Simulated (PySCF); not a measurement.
# HfOBr: relaxation and vibrations of the doublet

Aim: relax HfOBr as a doublet from a bent start, check by its vibrations whether the end is a minimum, and collect its spectrum and constants.

Computed with PySCF 2.14.0. Level: PBE0, basis Hf def2-TZVP with ECP60, O def2-TZVP, Br def2-TZVP, scalar-relativistic core potentials, no spin–orbit coupling, density fitting.

## Step 1: Where the work starts

3 atoms, charge 0, spin multiplicity 2.

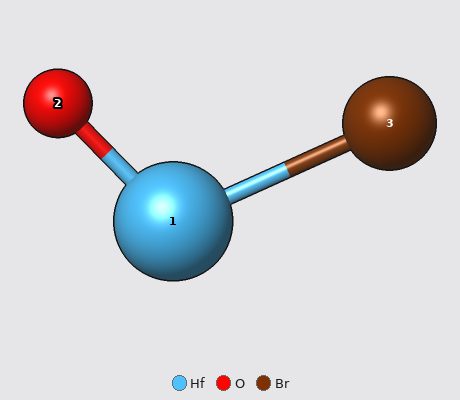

Start geometry, drawn with hafnium blue, oxygen red, bromine brown; atoms are numbered from 1 in the order of the file.

```xyz
3
charge 0 multiplicity 2
Hf    0.0000    0.0000    0.0000
O    -1.5154    0.0000    1.0611
Br    2.1789    0.0000    1.5257
```

## Step 2: First SCF at the start

The steps below are one call of a driver around PySCF. For each, scf.py gives the equivalent set-up of the SCF; relaxations use the driver's own optimiser. After this first run the driver tries any further starts and a stability analysis.

scf.py reads:

```python
from pyscf import gto, scf, dft
mol = gto.M(atom='''
Hf     0.000000     0.000000     0.000000
O     -1.515400     0.000000     1.061100
Br     2.178900     0.000000     1.525700''',
    basis={'Hf': 'def2-TZVP', 'O': 'def2-TZVP', 'Br': 'def2-TZVP'},
    ecp={'Hf': 'def2-TZVP'},
    charge=0, spin=1)
mf = dft.UKS(mol, xc='PBE0')
mf.grids.atom_grid = (50, 194)
aux = {'Hf': 'def2-universal-JKFIT', 'O': 'def2-universal-JKFIT', 'Br': 'def2-universal-JKFIT'}
mf = mf.density_fit(auxbasis=aux)
mf.conv_tol = 1e-08
mf.diis_space = 10
mf.max_cycle = 60
mf.init_guess = 'minao'
mf.verbose = 4
mf.kernel()
```

On the command line:

```console
$ OMP_NUM_THREADS=4 python axn.py task.json out
```

Log:

```text
init E= -2677.59424039622
[... the frontier-level lines of each cycle are left out ...]
cycle= 1 E= -2696.81273624686  delta_E= -19.2  |g|= 0.819  |ddm|= 4.25
cycle= 2 E= -2690.1383439184  delta_E= 6.67  |g|= 2.74  |ddm|= 2.16
cycle= 3 E= -2697.01988039595  delta_E= -6.88  |g|= 0.354  |ddm|= 2.06
cycle= 4 E= -2697.0563224244  delta_E= -0.0364  |g|= 0.268  |ddm|= 0.569
cycle= 5 E= -2697.09501273631  delta_E= -0.0387  |g|= 0.0737  |ddm|= 0.346
cycle= 6 E= -2697.09795907628  delta_E= -0.00295  |g|= 0.0343  |ddm|= 0.0847
cycle= 7 E= -2697.09836387543  delta_E= -0.000405  |g|= 0.0169  |ddm|= 0.0193
cycle= 8 E= -2697.09852374418  delta_E= -0.00016  |g|= 0.00577  |ddm|= 0.0203
cycle= 9 E= -2697.09855702692  delta_E= -3.33e-05  |g|= 0.000988  |ddm|= 0.0154
cycle= 10 E= -2697.09856041776  delta_E= -3.39e-06  |g|= 0.00077  |ddm|= 0.00504
cycle= 11 E= -2697.09856217193  delta_E= -1.75e-06  |g|= 0.000285  |ddm|= 0.00457
cycle= 12 E= -2697.09856246793  delta_E= -2.96e-07  |g|= 9.87e-05  |ddm|= 0.00232
cycle= 13 E= -2697.09856248639  delta_E= -1.85e-08  |g|= 2.54e-05  |ddm|= 0.000558
cycle= 14 E= -2697.0985624881  delta_E= -1.71e-09  |g|= 8.86e-06  |ddm|= 0.00014
Extra cycle  E= -2697.09856248828  delta_E= -1.81e-10  |g|= 7.37e-06  |ddm|= 2.81e-05
converged SCF energy = -2697.09856248828  <S^2> = 0.75500347  2S+1 = 2.0049972
```

This step, with its further starts and checks, needed 13 s of wall time on 4 threads of Arm Neoverse V2, shared host.

Energies from each starting density:

```tsv
start	energy (Eh)
the minimal-basis guess	-2697.098562
a thermally smeared density	-2697.098562
a smeared PBE density	-2697.098562
```

The test of internal stability and the other starts found no lower solution of this spin.

## Step 3: Relaxing the doublet from the bent start

The program finds Cs symmetry in the start, which this walk keeps. The walk stops when the largest gradient is under 0.0003 Eh/bohr and the energy has settled too.

scf.py, as its differences from that of step 2:

```diff
@@ -3,3 +3,3 @@
-Hf     0.000000     0.000000     0.000000
-O     -1.515400     0.000000     1.061100
-Br     2.178900     0.000000     1.525700''',
+Hf    -0.537425     0.000000    -0.499811
+O     -2.052825     0.000000     0.561289
+Br     1.641475     0.000000     1.025889''',
@@ -16 +15,0 @@
-mf.init_guess = 'minao'
```

The optimiser's trace:

```tsv
step	energy (Eh)	change (kJ/mol)	largest symmetric gradient (Eh/bohr)
0	-2697.098562	0.00	0.07268
1	-2697.113052	-38.04	0.01810
2	-2697.113929	-40.34	0.00572
3	-2697.114077	-40.73	0.00150
4	-2697.114092	-40.77	0.00066
5	-2697.114098	-40.79	0.00005
```

The walk took 14 s.

Geometry (Å) and forces (eV/Å) at some steps:

```
step 0
Hf  -0.537   0.000  -0.500  -2.534   0.000   3.721
O   -2.053   0.000   0.561   3.737   0.000  -2.774
Br   1.641   0.000   1.026  -1.203   0.000  -0.947
step 1
Hf  -0.553   0.000  -0.429   0.931   0.000   0.101
O   -1.993   0.000   0.521  -0.340   0.000   0.263
Br   1.597   0.000   0.996  -0.591   0.000  -0.364
step 3
Hf  -0.526   0.000  -0.427  -0.027   0.000  -0.077
O   -1.971   0.000   0.533   0.006   0.000   0.032
Br   1.548   0.000   0.982   0.021   0.000   0.045
step 5
Hf  -0.528   0.000  -0.438   0.004   0.000   0.000
O   -1.961   0.000   0.540  -0.002   0.000  -0.003
Br   1.540   0.000   0.985  -0.003   0.000   0.003
```

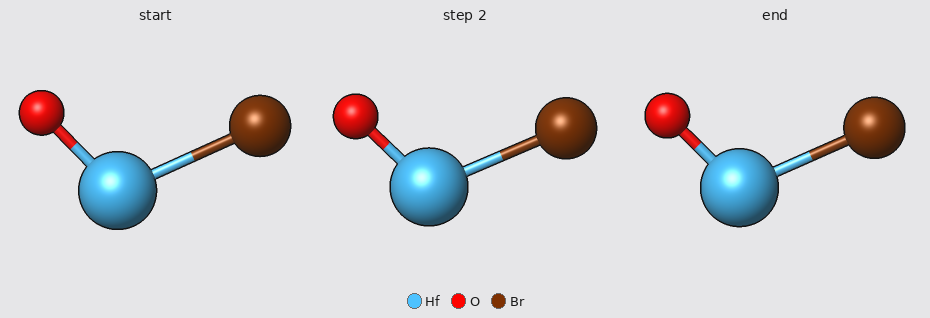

Start and end of the relaxation, with a step between.

After 5 steps and 40.8 kJ/mol it ends at Cs: Hf–Br 2.510 Å, Hf–O 1.735 Å; Br–Hf–O 111.2°.

## Step 4: Is it a minimum? Harmonic modes

On the finer grid the gradient is checked again; gradients at displacements of ±0.02 bohr then give force constants and infrared intensities.

scf.py, as its differences from that of step 3:

```diff
@@ -3,3 +3,3 @@
-Hf    -0.537425     0.000000    -0.499811
-O     -2.052825     0.000000     0.561289
-Br     1.641475     0.000000     1.025889''',
+Hf    -0.510356     0.000000    -0.465275
+O     -1.943769     0.000000     0.511854
+Br     1.557884     0.000000     0.957405''',
@@ -10 +10 @@
-mf.grids.atom_grid = (50, 194)
+mf.grids.atom_grid = (75, 302)
@@ -13 +13 @@
-mf.conv_tol = 1e-08
+mf.conv_tol = 1e-10
```

The driver hands on the density of the step before, so the log starts near convergence.

SCF at the final geometry:

```text
init E= -2697.11430233561
[... the frontier-level lines of each cycle are left out ...]
cycle= 1 E= -2697.11430233558  delta_E= 2.5e-11  |g|= 8.86e-06  |ddm|= 1.2e-05
Extra cycle  E= -2697.11430233549  delta_E= 8.91e-11  |g|= 1.77e-05  |ddm|= 1.73e-05
converged SCF energy = -2697.11430233549  <S^2> = 0.75317329  2S+1 = 2.0031708
```

The whole step took 49 s.

Geometry: Cs; Hf–Br 2.510 Å, Hf–O 1.735 Å; Br–Hf–O 111.2°.

Modes, for the most abundant isotopes:

```
symmetry  ω (cm⁻¹)  IR (km/mol)  μ (u)     type
      a'       152         10.8  19.60     bend
      a'       251         31.4  84.74  stretch
      a'       966          166  17.28  stretch
```

No imaginary mode, so this is a minimum.

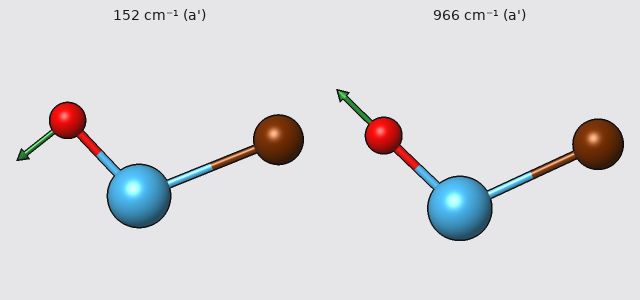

How the atoms move in 2 of the modes.

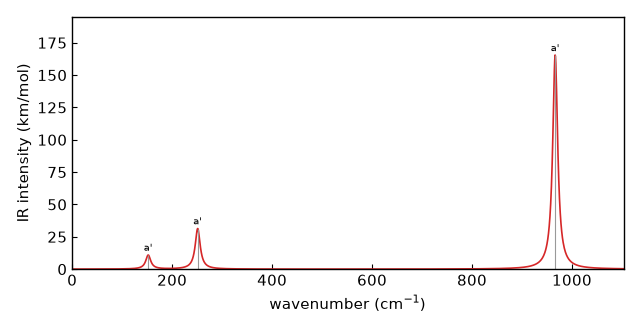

The harmonic infrared spectrum (widths in cm⁻¹). Lines are broadened to a width of 12 cm⁻¹ (Lorentzian).

Properties at this point:

```yaml
Dipole_moment: 4.47 D
Highest_occupied_level: -5.90 eV
Lowest_empty_level: -3.09 eV
Rotational_constants: 0.4681, 0.04456, 0.04069 cm⁻¹
Zero-point_energy: 8.2 kJ/mol
Principal_polarisabilities: 73.7, 94.8, 100.0 bohr³
Atomisation_energy_without_zero-point_energy: 1158 kJ/mol
Principal_traceless_quadrupole_moments_about_the_centre_of_mass: -11.95, 4.51, 7.43 D Å
Entropy_at_298.15_K_and_1_bar_electronic_part_spin_only: 316.5 J/(mol K)
Heat_capacity_Cp_at_298.15_K: 50.3 J/(mol K)
Enthalpy_at_298.15_K_above_0_K: 12.98 kJ/mol
Rotational_symmetry_number: 1
Spin_squared_⟨S²⟩: 0.753
```

Populations by atom (charges in e):

```csv
atom,Mulliken,Löwdin,polar tensor,spin (Mulliken),Mayer order to Hf1
Hf1,0.89,0.29,1.36,1.07,–
O2,-0.52,-0.31,-0.86,-0.06,2.23
Br3,-0.37,0.02,-0.50,-0.01,1.06
```

Mulliken populations on Hf1 (outside its core potential): s 2.83, p 6.27, d 1.93, f 0.08.

## Step 5: Results

```
                                          quantity                                        value
                                           minimum                                  doublet, Cs
                                          geometry  Hf–Br 2.510 Å, Hf–O 1.735 Å; Br–Hf–O 111.2°
                                wavenumbers (cm⁻¹)                 152 (a'), 251 (a'), 966 (a')
                                     dipole moment                                       4.47 D
highest occupied, lowest empty level (either spin)                              -5.90, -3.09 eV
                        polar-tensor charge of Hf1                                      +1.36 e
                                 zero-point energy                                   8.2 kJ/mol
                               entropy at 298.15 K                              316.5 J/(mol K)
         atomisation energy (no zero-point energy)                                  1158 kJ/mol
                                              ⟨S²⟩                                        0.753
```

In words: The bent start keeps its Cs symmetry and ends in a minimum. The strongest infrared band lies at 966 cm⁻¹ (a', stretch). Most of the spin sits on Hf1 (Mulliken spin 1.07, against 1 for the whole molecule). Only this shape and spin were tried, so other structures or states may lie lower. One determinant may miss the lowest occupation of an open d or f shell. Spin–orbit coupling, left out here, can matter for elements this heavy.

The search up to here took 76 s.
